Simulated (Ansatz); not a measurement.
System: SnGe15.

SnGe15, 64 atoms, a = 11.26 Å, b = 11.26 Å, c = 11.43 Å, α = 90.00°, β = 90.00°, γ = 90.00°.

Space group P1.

The calculation used DFT LDA, scalar-relativistic, plane waves, PAW (Ansatz 0.2.0).

What can the converged valence pseudo-density and electron localisation function tell about the bonding?

Ge–Ge (2.44 Å): ρ at the midpoint is about 0.51 e/Å³; the ELF peaks at about 0.75 between the atoms, as expected for a covalent bond.
Sn–Ge (2.57 Å): the density is about 0.47 e/Å³ at the midpoint; the ELF peaks at about 0.70 between the atoms.
Ge–Ge (2.45 Å): ρ is about 0.5 e/Å³ halfway; the ELF peaks at about 0.75 between the atoms, as expected for a shared electron pair.

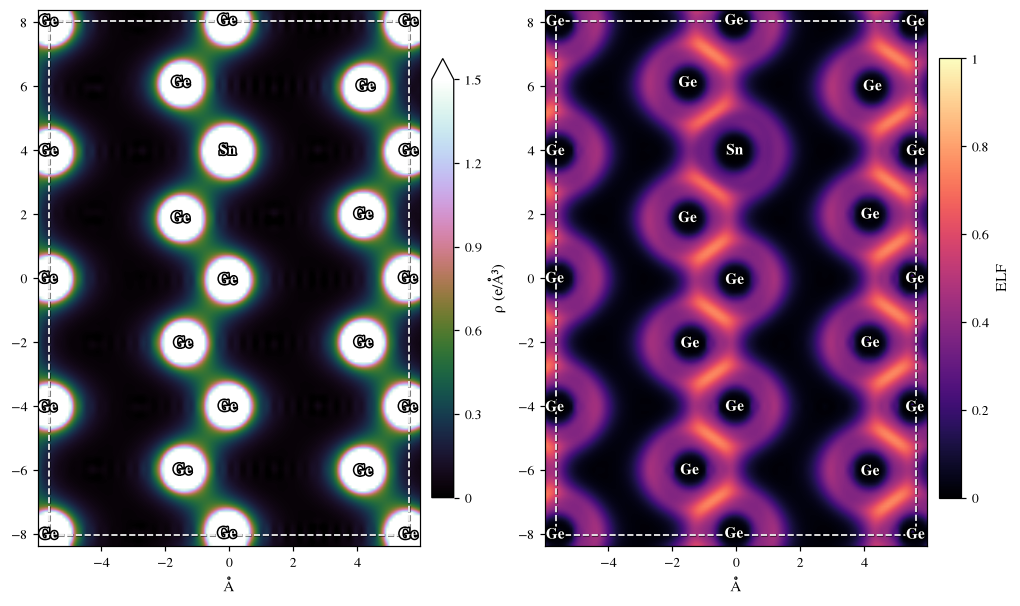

Computed valence pseudo-density and electron localisation function on the (101) plane of the conventional cell, in this order. 

The density is the valence pseudo-density of a PAW calculation; it isn't the true density close to the nuclei.
